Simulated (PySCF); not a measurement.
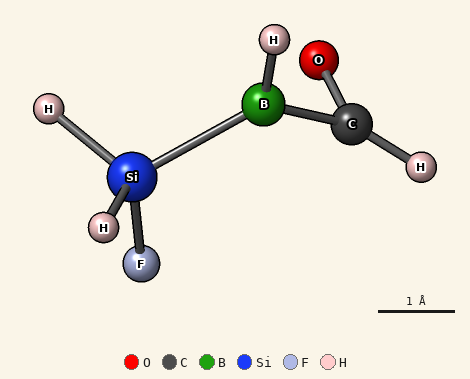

*The input geometry (ball-and-stick view, seen at a tilt).*

Bond lengths as drawn: B–C 1.52 Å, B–H 1.20 Å, B–Si 2.00 Å, C–H 1.10 Å, C–O 1.23 Å, F–Si 1.61 Å and H–Si 1.49 Å.

Energy and gradient calculation, with input and output: CH4BFOSi

- system: CH4BFOSi, SMILES O=CB[SiH2]F
- method: HF/3-21G, RHF (PySCF 2.14.0)

The geometry comes from this level: PBE0-D4/def2-TZVP.

What the program printed:
```
PySCF version 2.14.0

[INPUT] num. atoms = 9
[INPUT] num. electrons = 46
[INPUT] charge = 0
[INPUT] spin (= nelec alpha-beta = 2S) = 0
[INPUT] symmetry False subgroup None
[INPUT] Mole.unit = angstrom
[INPUT] Symbol           X                Y                Z      unit          X                Y                Z       unit  Magmom
[INPUT]  1 O     -0.789500000000   0.780400000000   1.703800000000 AA   -1.491938775344   1.474742267611   3.219715371034 Bohr   0.0
[INPUT]  2 C     -0.128300000000   1.442100000000   0.910400000000 AA   -0.242451861782   2.725174044235   1.720406663804 Bohr   0.0
[INPUT]  3 B      0.628100000000   0.188700000000   0.495800000000 AA    1.186936978839   0.356591319705   0.936926212559 Bohr   0.0
[INPUT]  4 Si    -0.077200000000  -1.007600000000  -0.945000000000 AA   -0.145886856816  -1.904088043112  -1.785791187714 Bohr   0.0
[INPUT]  5 F     -1.360800000000  -0.349200000000  -1.659700000000 AA   -2.571539310308  -0.659892362698  -3.136378448941 Bohr   0.0
[INPUT]  6 H     -0.262400000000   2.525000000000   0.778500000000 AA   -0.495864135086   4.771558464527   1.471151787974 Bohr   0.0
[INPUT]  7 H      1.608700000000  -0.084900000000   1.121700000000 AA    3.040002416588  -0.160437747976   2.119705793925 Bohr   0.0
[INPUT]  8 H      0.964000000000  -1.202600000000  -1.991900000000 AA    1.821695984081  -2.272584637402  -3.764145467521 Bohr   0.0
[INPUT]  9 H     -0.494200000000  -2.338100000000  -0.430900000000 AA   -0.933902650760  -4.418368651846  -0.814282987075 Bohr   0.0

nuclear repulsion = 199.769579586473
number of shells = 35
number of NR pGTOs = 99
number of NR cGTOs = 57
basis = 3-21g
ecp = {}

******** <class 'pyscf.scf.hf.RHF'> ********
method = RHF
initial guess = minao
damping factor = 0
level_shift factor = 0
DIIS = <class 'pyscf.scf.diis.CDIIS'>
diis_start_cycle = 1
diis_space = 8
diis_damp = 0
SCF conv_tol = 1e-10
SCF conv_tol_grad = None
SCF max_cycles = 50
direct_scf = True
direct_scf_tol = 1e-13
Set gradient conv threshold to 1e-05
Initial guess from minao.
init E= -525.487345160238
  HOMO = -0.258877217005827  LUMO = -0.0104257756994826  gap/eV = 6.76071
cycle= 1 E= -525.107176381771  delta_E= 0.38  |g|= 0.751  |ddm|= 2.71
  HOMO = -0.372514406983403  LUMO = 0.0687937015788485  gap/eV = 12.00861
cycle= 2 E= -525.179764597042  delta_E= -0.0726  |g|= 0.62  |ddm|= 1.14
  HOMO = -0.421377570032301  LUMO = 0.079890557857154  gap/eV = 13.64020
cycle= 3 E= -525.247339603624  delta_E= -0.0676  |g|= 0.0809  |ddm|= 0.467
  HOMO = -0.414036877722102  LUMO = 0.0941093342169603  gap/eV = 13.82736
cycle= 4 E= -525.24956882677  delta_E= -0.00223  |g|= 0.0351  |ddm|= 0.109
  HOMO = -0.417033711322648  LUMO = 0.0945536153655415  gap/eV = 13.92100
cycle= 5 E= -525.250080687659  delta_E= -0.000512  |g|= 0.01  |ddm|= 0.0549
  HOMO = -0.41873461325233  LUMO = 0.0934332294476858  gap/eV = 13.93680
cycle= 6 E= -525.250199435193  delta_E= -0.000119  |g|= 0.00553  |ddm|= 0.024
  HOMO = -0.41864912488637  LUMO = 0.0933803337981716  gap/eV = 13.93303
cycle= 7 E= -525.250238053112  delta_E= -3.86e-05  |g|= 0.00176  |ddm|= 0.0174
  HOMO = -0.418548378413628  LUMO = 0.0934151177811251  gap/eV = 13.93124
cycle= 8 E= -525.250241950714  delta_E= -3.9e-06  |g|= 0.000422  |ddm|= 0.00645
  HOMO = -0.418573170321681  LUMO = 0.0933291424526317  gap/eV = 13.92957
cycle= 9 E= -525.250242100644  delta_E= -1.5e-07  |g|= 9.49e-05  |ddm|= 0.00133
  HOMO = -0.41854981559009  LUMO = 0.0933498076740134  gap/eV = 13.92950
cycle= 10 E= -525.250242108871  delta_E= -8.23e-09  |g|= 3.46e-05  |ddm|= 0.000281
  HOMO = -0.418553511891302  LUMO = 0.0933447576760233  gap/eV = 13.92946
cycle= 11 E= -525.250242110486  delta_E= -1.62e-09  |g|= 1.72e-05  |ddm|= 0.000103
  HOMO = -0.418551173366173  LUMO = 0.0933469199220185  gap/eV = 13.92946
cycle= 12 E= -525.250242111061  delta_E= -5.75e-10  |g|= 7.88e-06  |ddm|= 6.25e-05
  HOMO = -0.418550545454467  LUMO = 0.0933468524396441  gap/eV = 13.92944
cycle= 13 E= -525.250242111194  delta_E= -1.33e-10  |g|= 3.41e-06  |ddm|= 3.64e-05
  HOMO = -0.418550335287977  LUMO = 0.0933468019723773  gap/eV = 13.92943
cycle= 14 E= -525.250242111212  delta_E= -1.77e-11  |g|= 1.37e-06  |ddm|= 1.39e-05
  HOMO = -0.418550272709371  LUMO = 0.093346853007608  gap/eV = 13.92943
```

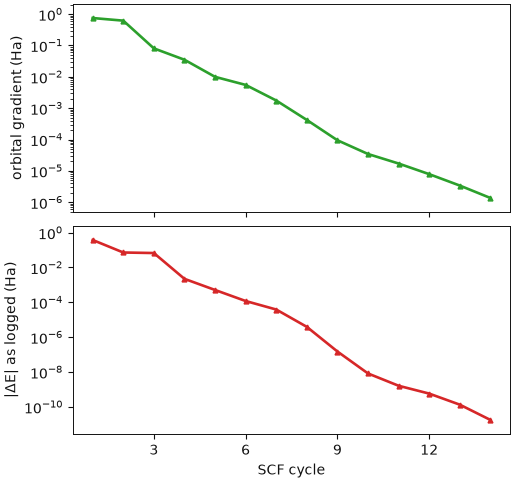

*Convergence of the self-consistent field: orbital gradient and size of the energy change against the SCF cycle.*

The residual falls at every step.

```
Extra cycle  E= -525.250242111214  delta_E= -1.82e-12  |g|= 8.43e-07  |ddm|= 2.2e-06
converged SCF energy = -525.250242111214
E = -525.2502421112 Eh

******** <class 'pyscf.grad.rhf.Gradients'> for <class 'pyscf.scf.hf.RHF'> ********
unit = Eh/Bohr
--------------- RHF gradients ---------------
         x                y                z
0 O     0.0163483219     0.0067182552    -0.0169021258
1 C     0.0014681512    -0.0323045330     0.0048580948
2 B    -0.0176680957     0.0101113829     0.0081323964
3 Si    -0.0201419014     0.0162445775    -0.0084761219
4 F     0.0211248801    -0.0127464466     0.0114218950
5 H    -0.0044180580     0.0148923984     0.0003320598
6 H     0.0051910069    -0.0004175120     0.0040884584
7 H    -0.0004786227    -0.0007995039    -0.0019082062
8 H    -0.0014256823    -0.0016986183    -0.0015464506
----------------------------------------------
Dipole moment(X, Y, Z, Debye):  2.40296,  1.58568, -0.12896
 ** Mulliken pop  **
pop of  0 O 1s            1.98696
pop of  0 O 2s            0.43215
pop of  0 O 3s            1.55587
pop of  0 O 2px           0.65830
pop of  0 O 2py           0.75752
pop of  0 O 2pz           0.63810
pop of  0 O 3px           0.83059
pop of  0 O 3py           0.88126
pop of  0 O 3pz           0.79309
pop of  1 C 1s            1.98864
pop of  1 C 2s            0.42043
pop of  1 C 3s            0.96682
pop of  1 C 2px           0.46325
pop of  1 C 2py           0.61688
pop of  1 C 2pz           0.43676
pop of  1 C 3px           0.34043
pop of  1 C 3py           0.48073
pop of  1 C 3pz           0.25848
pop of  2 B 1s            1.98986
pop of  2 B 2s            0.39391
pop of  2 B 3s            0.73232
pop of  2 B 2px           0.38244
pop of  2 B 2py           0.49880
pop of  2 B 2pz           0.34158
pop of  2 B 3px           0.26057
pop of  2 B 3py           0.19547
pop of  2 B 3pz           0.33304
pop of  3 Si 1s           1.99856
pop of  3 Si 2s           1.97175
pop of  3 Si 3s           0.72749
pop of  3 Si 4s           0.29132
pop of  3 Si 2px          1.95479
pop of  3 Si 2py          1.95727
pop of  3 Si 2pz          1.95748
pop of  3 Si 3px          0.42507
pop of  3 Si 3py          0.53714
pop of  3 Si 3pz          0.53631
pop of  3 Si 4px          0.07784
pop of  3 Si 4py          0.11181
pop of  3 Si 4pz          0.08707
pop of  4 F 1s            1.98462
pop of  4 F 2s            0.43817
pop of  4 F 3s            1.54194
pop of  4 F 2px           0.78642
pop of  4 F 2py           0.84254
pop of  4 F 2pz           0.83781
pop of  4 F 3px           1.00196
pop of  4 F 3py           1.04367
pop of  4 F 3pz           1.03974
pop of  5 H 1s            0.47346
pop of  5 H 2s            0.28782
pop of  6 H 1s            0.45142
pop of  6 H 2s            0.53761
pop of  7 H 1s            0.42955
pop of  7 H 2s            0.81124
pop of  8 H 1s            0.42979
pop of  8 H 2s            0.79410
 ** Mulliken atomic charges  **
charge of    0O =     -0.53383
charge of    1C =      0.02759
charge of    2B =     -0.12799
charge of    3Si =      1.36610
charge of    4F =     -0.51688
charge of    5H =      0.23872
charge of    6H =      0.01097
charge of    7H =     -0.24079
charge of    8H =     -0.22388
```

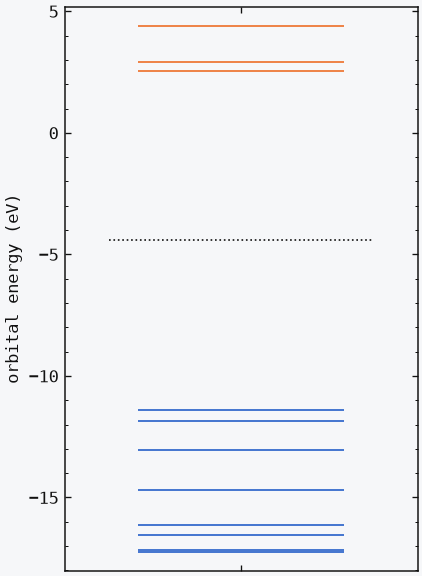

*Orbital energies near the frontier; the dotted line parts filled from empty levels, and levels within 0.02 eV of each other stand side by side.*

Highest filled −11.39 eV, lowest empty 2.54 eV, 13.93 eV apart.

The run was set up as follows.

Input (calc.py):
```python
import pyscf.grad
from pyscf import gto

mol = gto.M(
    atom='mol.xyz',
    max_memory=1860,
    basis='3-21g',
    verbose=4,
    charge=0,
    spin=0,
)

mf = mol.RHF()
mf.conv_tol = 1e-10
mf.kernel()
if not mf.converged:
    mf = mf.newton().run(mf.mo_coeff, mf.mo_occ)

e_tot = mf.e_tot
print('E = %.10f Eh' % e_tot)
grad = mf.Gradients().kernel()
dip = mf.dip_moment()
pop, q = mf.mulliken_pop()
```

File mol.xyz:
```
9

O     -0.789500     0.780400     1.703800
C     -0.128300     1.442100     0.910400
B      0.628100     0.188700     0.495800
Si    -0.077200    -1.007600    -0.945000
F     -1.360800    -0.349200    -1.659700
H     -0.262400     2.525000     0.778500
H      1.608700    -0.084900     1.121700
H      0.964000    -1.202600    -1.991900
H     -0.494200    -2.338100    -0.430900
```

Launched with:
```bash
OMP_NUM_THREADS=1 python calc.py
```

Summary:

```json
{"quantity": "outcome", "value": "converged"}
{"quantity": "total energy", "value": "−525.250242 hartree"}
{"quantity": "basis functions", "value": "57"}
{"quantity": "largest force", "value": "1.682 eV/Å"}
{"quantity": "HOMO", "value": "−11.39 eV"}
{"quantity": "LUMO", "value": "2.54 eV"}
{"quantity": "dipole moment", "value": "2.88 D"}
{"quantity": "hardware", "value": "1 thread of Intel Xeon @ 2.50GHz (Skylake/Cascade Lake), 189 GiB of memory available, shared host"}
{"quantity": "wall time", "value": "5.1 s"}
{"quantity": "peak memory", "value": "0.13 GiB"}
```
